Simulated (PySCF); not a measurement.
**C₅H₆F₃N (SMILES [H]/N=C(/C)CC(F)=C(F)F): density, localisation and related maps**

```xyz
15

C    -1.9982    0.4397   -0.3773
C    -0.9355   -0.0270    0.5582
N    -0.9538    0.3313    1.7563
C     0.1451   -0.9171   -0.0741
C     1.1929   -0.0484   -0.6827
F     0.8971    0.4699   -1.8911
C     2.3422    0.2910   -0.1099
F     3.2709    1.0850   -0.6203
F     2.7150   -0.1739    1.0802
H    -1.5491    0.9316   -1.2383
H    -2.5738   -0.4109   -0.7394
H    -2.6607    1.1301    0.1347
H    -0.1992   -0.0072    2.3479
H    -0.2982   -1.5361   -0.8550
H     0.6008   -1.5501    0.6888
```

Geometry: GFN2-xTB.

Level of theory: PySCF, PBE0/pcSseg-1, SCF density, gas phase, non-relativistic.

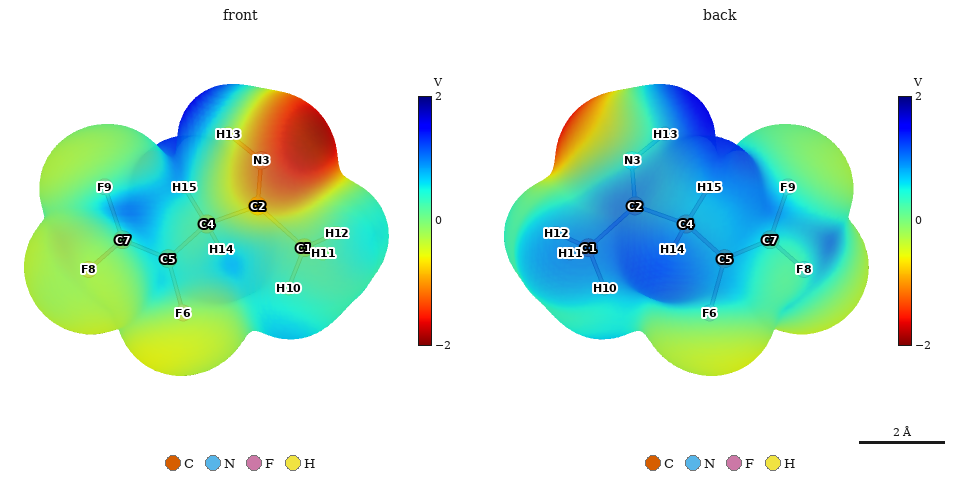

Figure 1. The electrostatic potential painted on the density surface at 0.002 e/bohr³, seen from the front and from behind; the colour scale runs from red (negative) to blue (positive).

### Which sites attract a positive test charge, and which a negative one?

A positive charge is drawn to the negative regions and a negative charge to the positive ones. The most negative region (about −1.9 V) lies over N3, the most positive (about +1.5 V) over H13. N3 is the likeliest acceptor of a hydrogen bond.

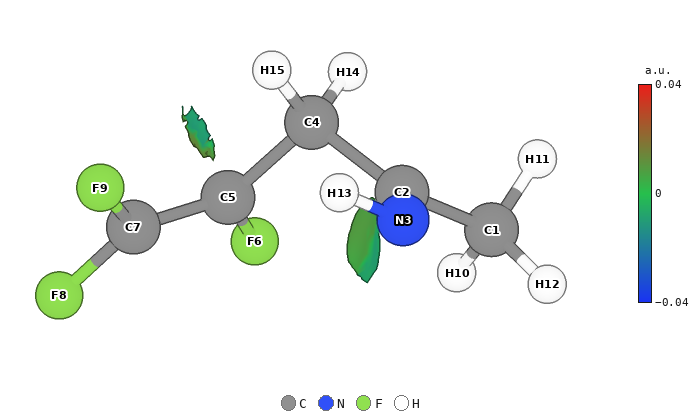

Figure 2. Non-covalent interaction (NCI) plot: the surface where the reduced density gradient is 0.6, for densities under 0.05 a.u., coloured by sign(λ₂)ρ; seen from one side.

### Which non-covalent interactions does the plot reveal?

Between H10 and C1 on one side and F6 on the other: a weak contact, attractive (blue-green) on one side and crowded (olive to red) on the other; near H15, F9 and C4: mostly steric crowding (olive to red).

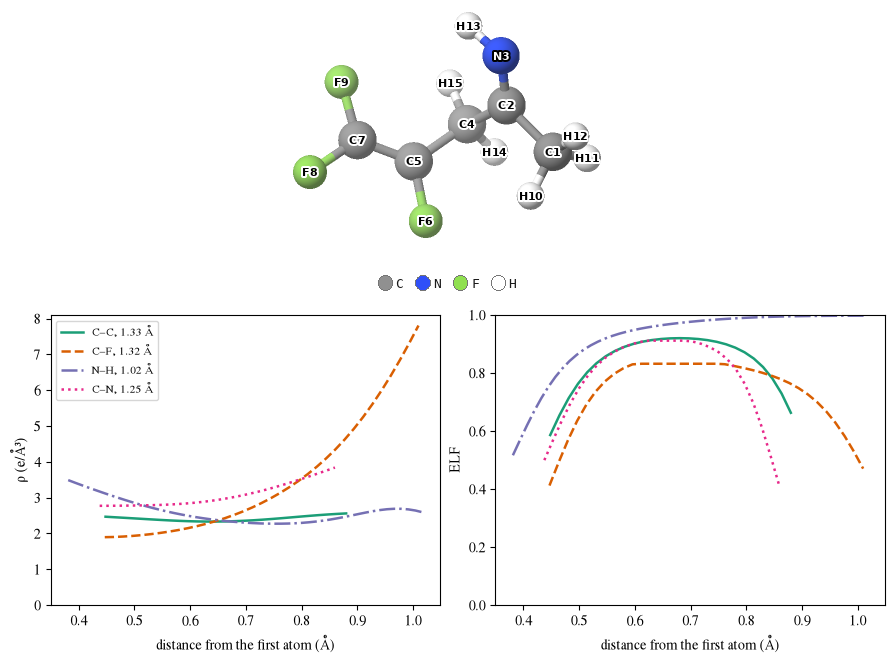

Figure 3. Electron density and electron localisation function along straight lines between neighbouring atoms. The curves leave out the atomic cores. The structure is drawn too.

### Compare the contacts.

C–C (1.33 Å): the density is about 2.3 e/Å³ at the midpoint; the ELF peaks at about 0.90 between the atoms (a short, multiple covalent bond).
C–F (1.32 Å): the density is about 2.4 e/Å³ at the midpoint; the ELF peaks at about 0.85 between the atoms, as expected for a polar covalent bond.
N–H (1.02 Å): ρ is about 2.8 e/Å³ halfway; the ELF climbs to about 1 towards the hydrogen, as it does in any bond to H: a covalent bond by its length.
C–N (1.25 Å): ρ at the midpoint is about 2.9 e/Å³; the ELF peaks at about 0.90 between the atoms; a short, multiple covalent bond.
